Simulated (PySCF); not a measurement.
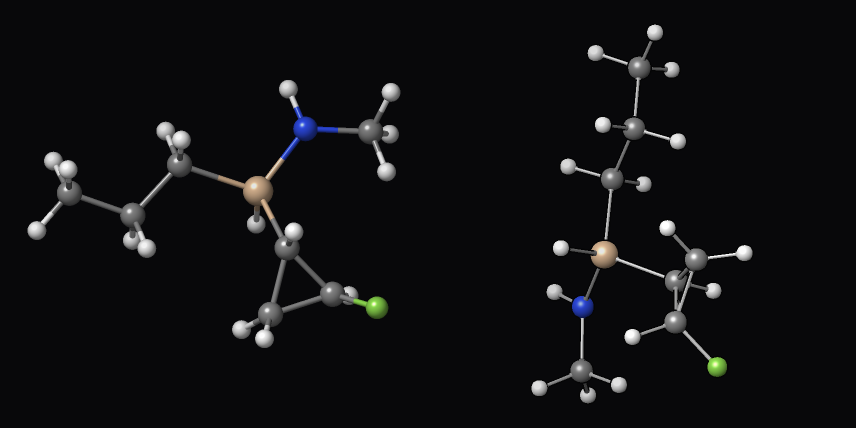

Both panels show the same species. Colours: carbon grey, silicon light orange, nitrogen blue, fluorine green, hydrogen white.

The geometry was computed by an optimisation with PBE0-D3(BJ)/def2-SVP. No frequency run is at hand to confirm it as a minimum.

> What is the molecular formula?

C7H16FNSi, 26 atoms: 7 carbon, 16 hydrogen, 1 fluorine, 1 nitrogen and 1 silicon.

> What is the point group of this geometry?

C1.

More results for the same structure follow; atom numbers are the same in all pictures, views and colours differ.

**Geometry**

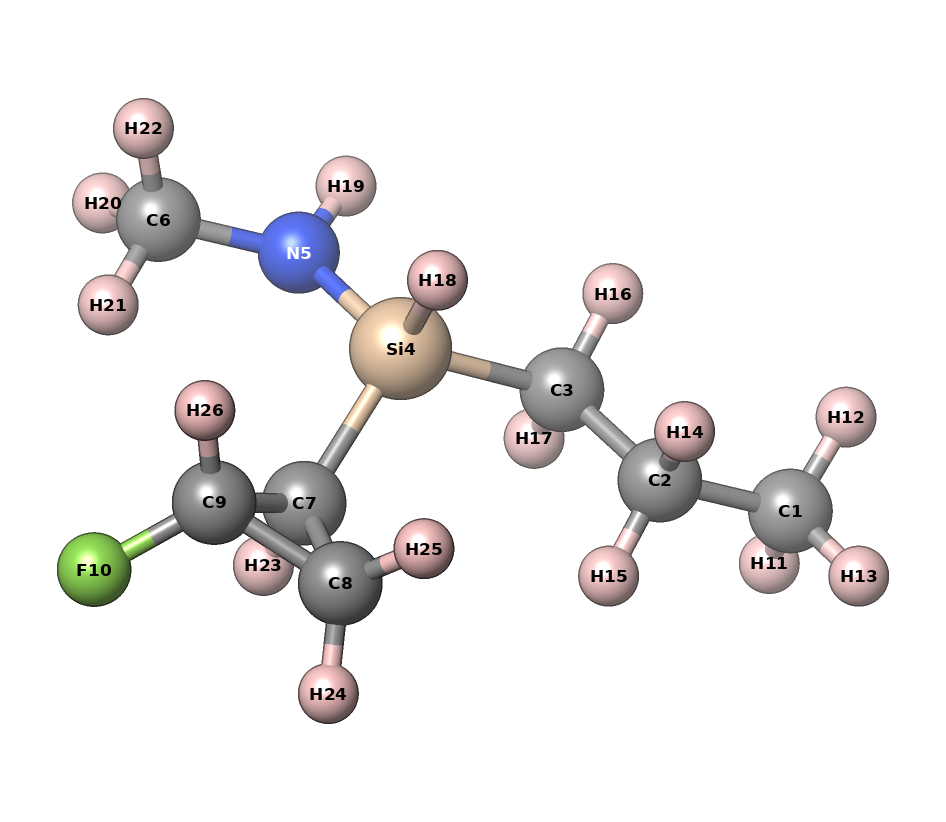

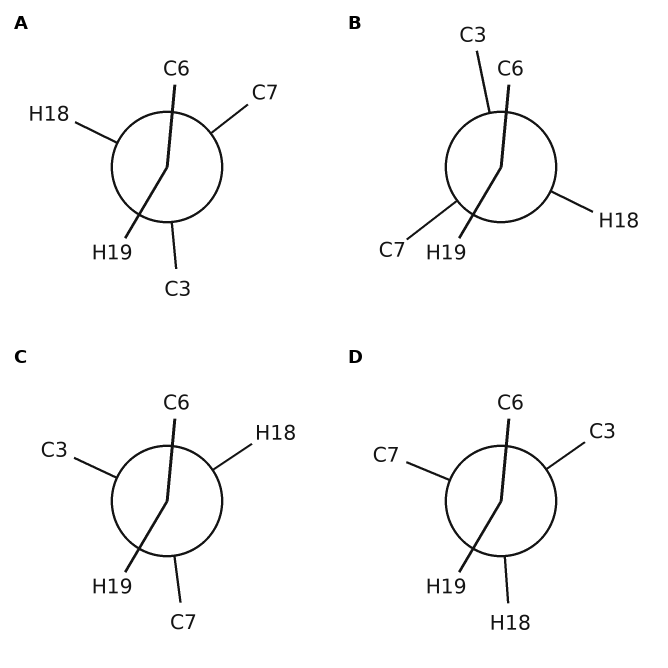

Atoms fade into the background with distance from the viewer. Bonds that would overlap in a projection are set slightly apart. No frequency run is at hand to confirm it as a minimum.

> Which Newman projection shows the view along N5–Si4, with N5 in front?

A. The torsion angle C6–N5–Si4–C3 is 170°, antiperiplanar (anti).

**Quadrupole coupling**

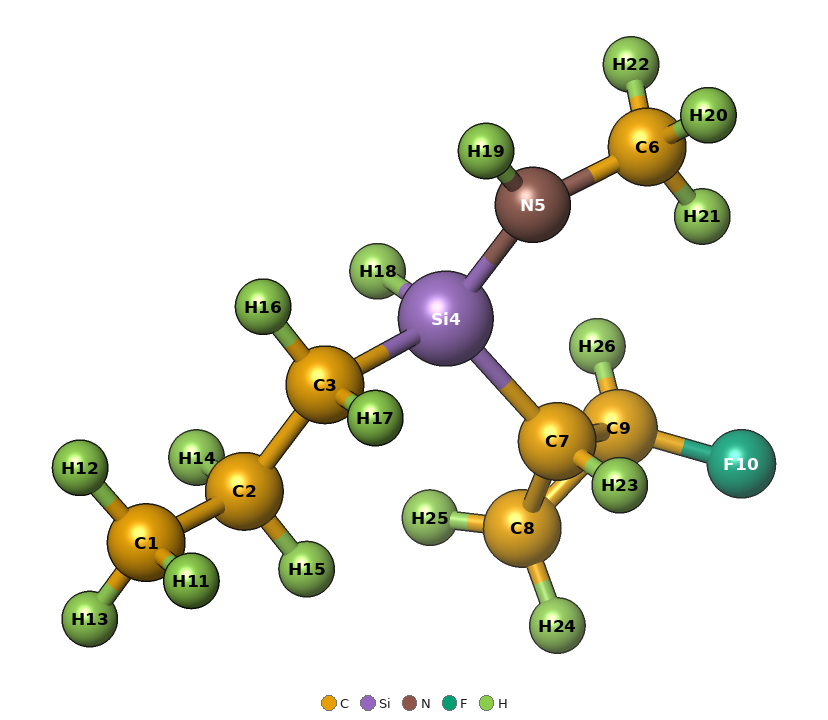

No frequency run is at hand to confirm it as a minimum. Electric field gradients from the ground-state density, PBE0/pcSseg-1 (PySCF 2.14.0), non-relativistic apart from any core potentials.

Give the largest field-gradient component, the quadrupole coupling constant and the asymmetry for 14N at N5 (Q = 20.44 mb), 2H at H11 (Q = 2.86 mb), 2H at H12 (Q = 2.86 mb).

```tsv
atom	V_zz (a.u.)	e²qQ/h (MHz)	η
N5	−1.078	−5.18	0.38
H11	0.290	0.195	0.02
H12	0.290	0.195	0.02
```

**Charges**

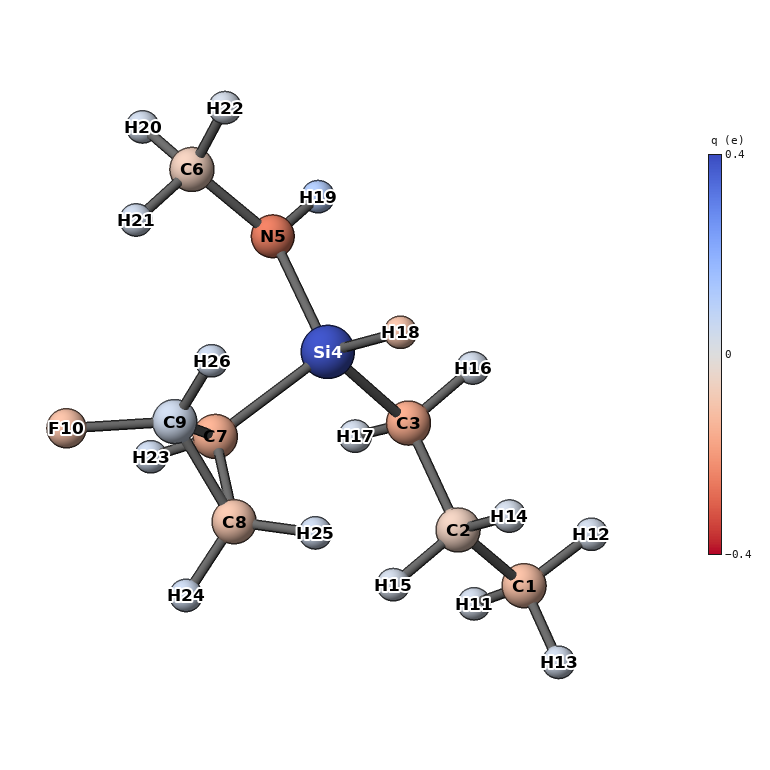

Atoms are coloured by their Hirshfeld charges. No frequency run is at hand to confirm it as a minimum. Level of theory: PBE0/pcSseg-1, gas phase (PySCF 2.14.0).

Give the Hirshfeld charges atom by atom.

```tsv
atom	value (e)
C1	−0.11
C2	−0.06
C3	−0.16
Si4	0.38
N5	−0.25
C6	−0.07
C7	−0.15
C8	−0.09
C9	0.05
F10	−0.11
H11	0.04
H12	0.04
H13	0.04
H14	0.03
H15	0.03
H16	0.04
H17	0.04
H18	−0.11
H19	0.11
H20	0.04
H21	0.04
H22	0.03
H23	0.05
H24	0.05
H25	0.05
H26	0.05
```

**Electronic properties**

No frequency run is at hand to confirm it as a minimum. Properties computed with PBE0/pcSseg-1, gas phase (PySCF 2.14.0).

What does the calculation give?

- dipole moment: 1.76 D
- HOMO energy (Kohn–Sham orbital): −6.59 eV
- LUMO energy (Kohn–Sham orbital): 1.12 eV
- HOMO–LUMO gap: 7.72 eV

**NMR shielding**

The questions are on isotropic NMR shieldings of the C atoms. No frequency run is at hand to confirm it as a minimum. Level of theory: GIAO PBE0/pcSseg-1 NMR shielding, non-relativistic, gas phase (PySCF 2.14.0).

List the isotropic NMR shieldings of the C atoms.

| atom | σ (ppm) |
| --- | --- |
| C1 | 163.9 |
| C2 | 165.2 |
| C3 | 165.8 |
| C6 | 153.9 |
| C7 | 182.0 |
| C8 | 176.8 |
| C9 | 112.3 |
